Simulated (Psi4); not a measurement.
Run report: H2Se, excited-state calculation

- system: H2Se, SMILES [SeH2]
- method: TDDFT (B3LYP)/def2-TZVP, RKS (Psi4 1.11)

The geometry comes from this level: PBE0-D4/def2-TZVP.

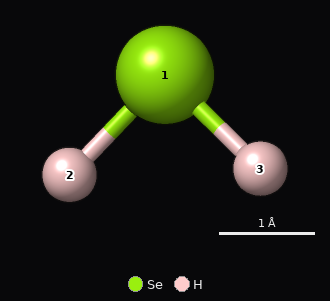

*The input geometry (ball-and-stick view, seen at a tilt; atoms are numbered from 1 in the order of the input).*

The input (run.py):
```python
import psi4

psi4.set_memory(1600000000)
psi4.set_num_threads(1)
psi4.core.set_output_file('h2se.out', False)

mol = psi4.geometry("""
0 1
Se     0.560660    -0.274700     0.280190
H      0.045430     1.091880     0.143880
H     -0.606090    -0.817190    -0.424060
symmetry c1
""")

psi4.set_options({
    'basis': 'def2-TZVP',
    'reference': 'rks',
    'puream': True,
    'scf_type': 'pk',
    'dft_radial_points': 99,
    'dft_spherical_points': 590,
    'd_convergence': 1e-06,
    'e_convergence': 1e-06,
    'save_jk': True,
})

from psi4.driver.procrouting.response.scf_response import tdscf_excitations
e_tot, wfn = psi4.energy("B3LYP", molecule=mol, return_wfn=True)
states = tdscf_excitations(wfn, states=4, tda=False)
for k, s in enumerate(states, 1):
    print(f"root {k}: {s['EXCITATION ENERGY'] * 27.211386:.4f} eV  f = {s['OSCILLATOR STRENGTH (LEN)']:.4f}  {s['SYMMETRY']}")
print(f'B3LYP energy: {e_tot:.10f} Eh')
```

Machine: 1 thread of Intel Xeon @ 2.70GHz, 189 GiB of memory available, shared host.

Launch command:
```bash
python run.py
```

The program's output:
```
=> Loading Basis Set <=

    Name: DEF2-TZVP
    Role: ORBITAL
    Keyword: BASIS

         ---------------------------------------------------------
                                   SCF
                              RKS Reference
                        1 Threads,   1525 MiB Core
         ---------------------------------------------------------

  ==> Geometry <==

    Molecular point group: c1
    Full point group: Cs

    Geometry (in Angstrom), charge = 0, multiplicity = 1:

       Center              X                  Y                   Z               Mass
    ------------   -----------------  -----------------  -----------------  -----------------
         SE           0.023109149201    -0.010182711154    -0.000000000000    79.916521800000
         H           -0.493733014094     1.362572709028    -0.000000000000     1.007825032230
         H           -1.338730724004    -0.555124161998     0.000000000000     1.007825032230

  Running in c1 symmetry.

  Rotational constants: A =      8.13749  B =      7.61764  C =      3.93449 [cm^-1]
  Rotational constants: A = 243955.71503  B = 228371.03284  C = 117953.13066 [MHz]
  Nuclear repulsion =   24.784445210941985

  Charge       = 0
  Multiplicity = 1
  Electrons    = 36
  Nalpha       = 18
  Nbeta        = 18

  ==> Algorithm <==

  SCF Algorithm Type is PK.
  DIIS enabled.
  MOM disabled.
  Fractional occupation disabled.
  Guess Type is SAD.
  Energy threshold   = 1.00e-06
  Density threshold  = 1.00e-06
  Integral threshold = 1.00e-12

  ==> Primary Basis <==

  Basis Set: DEF2-TZVP
    Blend: DEF2-TZVP
    Number of shells: 24
    Number of basis functions: 60
    Number of Cartesian functions: 67
    Spherical Harmonics?: true
    Max angular momentum: 3

  ==> DFT Potential <==

   => LibXC <=

    Version 7.1.2

   => Composite Functional: B3LYP <=

    B3LYP Hyb-GGA Exchange-Correlation Functional

    Deriv               =              1
    GGA                 =           TRUE
    Meta                =          FALSE

    Exchange Hybrid     =           TRUE
    MP2 Hybrid          =          FALSE

   => Exchange Functionals <=

    0.0800   Slater exchange
    0.7200         Becke 88

   => Exact (HF) Exchange <=

    0.2000               HF

   => Correlation Functionals <=

    0.1900   Vosko, Wilk & Nusair (VWN5_RPA)
    0.8100   Lee, Yang & Parr

   => LibXC Density Thresholds  <==

    XC_HYB_GGA_XC_B3LYP:  1.00E-15

   => Molecular Quadrature <=

    Radial Scheme          =       TREUTLER
    Pruning Scheme         =           NONE
    Nuclear Scheme         =       TREUTLER

    Blocking Scheme        =         OCTREE
    BS radius alpha        =              1
    Pruning alpha          =              1
    Radial Points          =             99
    Spherical Points       =            590
    Total Points           =         166889
    Total Blocks           =           1273
    Max Points             =            256
    Max Functions          =             60
    Weights Tolerance      =       1.00E-15

  ==> Integral Setup <==

  Using in-core PK algorithm.
   Calculation information:
      Number of atoms:                   3
      Number of AO shells:              24
      Number of primitives:             51
      Number of atomic orbitals:        67
      Number of basis functions:        60

      Integral cutoff                 1.00e-12
      Number of threads:                 1

  Performing in-core PK
  Using 3350730 doubles for integral storage.
  We computed 45150 shell quartets total.
  Whereas there are 45150 unique shell quartets.

  ==> DiskJK: Disk-Based J/K Matrices <==

    J tasked:                  Yes
    K tasked:                  Yes
    wK tasked:                  No
    Memory [MiB]:              880
    Schwarz Cutoff:          1E-12

  Cached 100.0% of DFT collocation blocks in 0.258 [GiB].

  Minimum eigenvalue in the overlap matrix is 1.6467561821E-02.
  Reciprocal condition number of the overlap matrix is 3.7328882712E-03.
    Using symmetric orthogonalization.

  ==> Pre-Iterations <==

  SCF Guess: Superposition of Atomic Densities via on-the-fly atomic UHF (no occupation information).

   -------------------------
    Irrep   Nso     Nmo
   -------------------------
     A         60      60
   -------------------------
    Total      60      60
   -------------------------

  ==> Iterations <==

                        Total Energy        Delta E     RMS |[F,P]|

   @RKS iter SAD: -2400.28672257950893   -2.40029e+03   0.00000e+00
   @RKS iter   1: -2402.00452640356889   -1.71780e+00   3.57636e-02 ADIIS/DIIS
   @RKS iter   2: -2401.78207985755853    2.22447e-01   4.22097e-02 ADIIS/DIIS
   @RKS iter   3: -2402.78826714934394   -1.00619e+00   1.11779e-03 ADIIS/DIIS
   @RKS iter   4: -2402.78844887987361   -1.81731e-04   5.57743e-04 ADIIS/DIIS
   @RKS iter   5: -2402.78924472271183   -7.95843e-04   9.78981e-06 DIIS
   @RKS iter   6: -2402.78924493511613   -2.12404e-07   5.05447e-06 DIIS
   @RKS iter   7: -2402.78924498581864   -5.07025e-08   3.65435e-07 DIIS
  Energy and wave function converged.

  ==> Post-Iterations <==

   Electrons on quadrature grid:
      Ntotal   =   36.0000001562 ; deviation = 1.562e-07

    Orbital Energies [Eh]
    ---------------------

    Doubly Occupied:

       1A   -453.898268     2A    -58.084413     3A    -52.137185
       4A    -52.136136     5A    -52.133753     6A     -7.823322
       7A     -5.768708     8A     -5.765242     9A     -5.757010
      10A     -2.123097    11A     -2.122014    12A     -2.115088
      13A     -2.112337    14A     -2.111252    15A     -0.718445
      16A     -0.423379    17A     -0.360996    18A     -0.252152

    Virtual:

      19A     -0.007228    20A      0.005286    21A      0.166579
      22A      0.177236    23A      0.216381    24A      0.219994
      25A      0.220980    26A      0.240789    27A      0.246064
      28A      0.313025    29A      0.428811    30A      0.533286
      31A      0.640993    32A      1.096960    33A      1.106344
      34A      1.109393    35A      1.126211    36A      1.127513
      37A      1.170864    38A      1.199198    39A      1.218001
      40A      1.234626    41A      1.321307    42A      1.356454
      43A      1.394092    44A      1.394795    45A      1.509277
      46A      1.562564    47A      1.757917    48A      1.887936
      49A      1.929748    50A      2.006148    51A      2.316950
      52A      2.380061    53A      2.664224    54A      2.828125
      55A      3.426454    56A      3.427490    57A      3.431723
      58A      3.495326    59A      3.839374    60A      6.603622

    Final Occupation by Irrep:
              A
    DOCC [    18 ]
    NA   [    18 ]
    NB   [    18 ]

  @RKS Final Energy: -2402.78924498581864

   => Energetics <=

    Nuclear Repulsion Energy =             24.7844452109419855
    One-Electron Energy =               -3393.8530607997086008
    Two-Electron Energy =                1036.9610260251506588
    DFT Exchange-Correlation Energy =     -70.6816554222027236
    Empirical Dispersion Energy =           0.0000000000000000
    VV10 Nonlocal Energy =                  0.0000000000000000
    Total Energy =                      -2402.7892449858186410

Computation Completed

Properties will be evaluated at   0.000000,   0.000000,   0.000000 [a0]

Properties computed using the SCF density matrix

 Multipole Moments:

 ------------------------------------------------------------------------------------
     Multipole            Electronic (a.u.)      Nuclear  (a.u.)        Total (a.u.)
 ------------------------------------------------------------------------------------

 L = 1.  Multiply by 2.5417464519 to convert [e a0] to [Debye]
 Dipole X            :          1.7185608           -1.9780759           -0.2595151
 Dipole Y            :         -0.7572602            0.8716104            0.1143502
 Dipole Z            :         -0.0000000            0.0000000           -0.0000000
 Magnitude           :                                                    0.2835913

 ------------------------------------------------------------------------------------

	total time  =          4 seconds =       0.07 minutes

******************************************************************************************
**********                               WARNING                                **********
**********       The names of excited state variables changed between 1.5       **********
**********     and 1.6. For a quick solution, remove the symmetry specifier     **********
**********   from the variable name. For full details, see 'Notes on Psivars'   **********
**********                        in the documentation.                         **********
******************************************************************************************

         ---------------------------------------------------------
                         TDSCF excitation energies
         ---------------------------------------------------------

  ==> Options <==

     Residual threshold  : 1.0000e-04
     Initial guess       : denominators
     Reference           : RHF
     Solver type         : RPA (Hamiltonian)

  ==> Requested Excitations <==

      4 singlet states with A symmetry

  ==> Seeking the lowest 4 singlet states with A symmetry

                        Generalized Hamiltonian Solver

  ==> Options <==

    Max number of iterations        = 60
    Eigenvector tolerance           = 1.0000e-04
    Max number of expansion vectors = 800

  => Iterations <=
                              Max[D[value]]     Max[|R|]   # vectors
  HamiltonianSolver iter   1:   3.35943e-01  1.39954e-01     16
  HamiltonianSolver iter   2:   6.72686e-03  4.29168e-02     24
  HamiltonianSolver iter   3:   1.88390e-04  1.03464e-02     32
  HamiltonianSolver iter   4:   9.36668e-06  3.53080e-03     40
  HamiltonianSolver iter   5:   7.76051e-07  1.10222e-03     48
  HamiltonianSolver iter   6:   5.47096e-08  2.48670e-04     54
  HamiltonianSolver iter   7:   1.60436e-09  7.29577e-05     58      Converged

******************************************************************************************
**********                               WARNING                                **********
**********  Length-gauge rotatory strengths are **NOT** gauge-origin invariant  **********
******************************************************************************************

                                    Excitation Energy         Total Energy        Oscillator Strength             Rotatory Strength
     #   Sym: GS->ES (Trans)        au              eV              au          au (length)    au (velocity)    au (length)    au (velocity)
    ---- -------------------- --------------- --------------- --------------- --------------- --------------- --------------- ---------------
     1        A->A (1 A)       0.19365         5.26958        -2402.59559      0.0000          0.0000         -0.0000          0.0000
     2        A->A (1 A)       0.21599         5.87748        -2402.57325      0.0217          0.0218          0.0000         -0.0000
     3        A->A (1 A)       0.32874         8.94541        -2402.46051      0.0785          0.0918         -0.0000         -0.0000
     4        A->A (1 A)       0.32913         8.95616        -2402.46011      0.1541          0.1644         -0.0000         -0.0000

Contributing excitations and de-excitations
Only contributions with abs(coeff) > 1.00e-01 will be printed:

Excited State    1 (1 A):   0.19365 au   235.28 nm f = 0.0000
  Sums of squares: Xssq =  1.000747e+00; Yssq =  7.471962e-04; Xssq - Yssq =  1.000000e+00
     18a  ->  19a     0.999708 (99.942%)

Excited State    2 (1 A):   0.21599 au   210.95 nm f = 0.0217
  Sums of squares: Xssq =  1.001555e+00; Yssq =  1.554812e-03; Xssq - Yssq =  1.000000e+00
     18a  ->  20a     0.999562 (99.912%)

Excited State    3 (1 A):   0.32874 au   138.60 nm f = 0.0785
  Sums of squares: Xssq =  1.004499e+00; Yssq =  4.499173e-03; Xssq - Yssq =  1.000000e+00
     16a  ->  20a     0.256519 ( 6.580%)
     17a  ->  19a     0.940150 (88.388%)
     18a  ->  26a    -0.202832 ( 4.114%)

Excited State    4 (1 A):   0.32913 au   138.43 nm f = 0.1541
  Sums of squares: Xssq =  1.001092e+00; Yssq =  1.092087e-03; Xssq - Yssq =  1.000000e+00
     16a  ->  19a    -0.242907 ( 5.900%)
     17a  ->  20a    -0.966807 (93.472%)

******************************************************************************************
**********                               WARNING                                **********
**********       The names of excited state variables changed between 1.5       **********
**********     and 1.6. For a quick solution, remove the symmetry specifier     **********
**********   from the variable name. For full details, see 'Notes on Psivars'   **********
**********                        in the documentation.                         **********
******************************************************************************************
```

Standard output:
```
root 1: 5.2696 eV  f = 0.0000  A
root 2: 5.8775 eV  f = 0.0217  A
root 3: 8.9454 eV  f = 0.0785  A
root 4: 8.9562 eV  f = 0.1541  A
B3LYP energy: -2402.7892449858 Eh
```

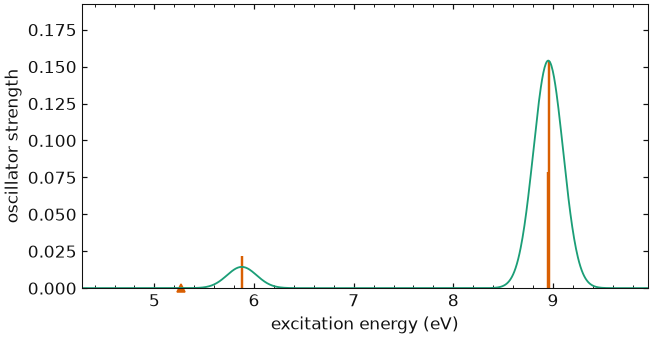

*Computed excitations as sticks (degenerate states added up, dark ones marked on the axis), with a Gaussian envelope of 0.35 eV full width at half maximum, scaled to the tallest.*

Of the 4 states the lowest lies at 5.27 eV (f = 0.000); the strongest line is at 8.96 eV, or 138 nm (f = 0.154).

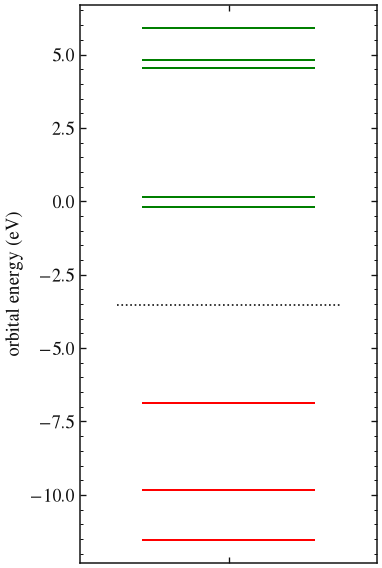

*Orbital energies near the frontier; the dotted line parts filled from empty levels, and levels within 0.02 eV of each other stand side by side.*

Highest filled −6.86 eV, lowest empty −0.20 eV, 6.66 eV apart.

Results in brief:

```tsv
quantity	value
outcome	converged
total energy	−2402.789245 hartree
basis functions	60
HOMO	−6.86 eV
LUMO	−0.20 eV
dipole moment	0.72 D
lowest excitation	5.27 eV
wall time	19 s
peak memory	0.54 GiB
```
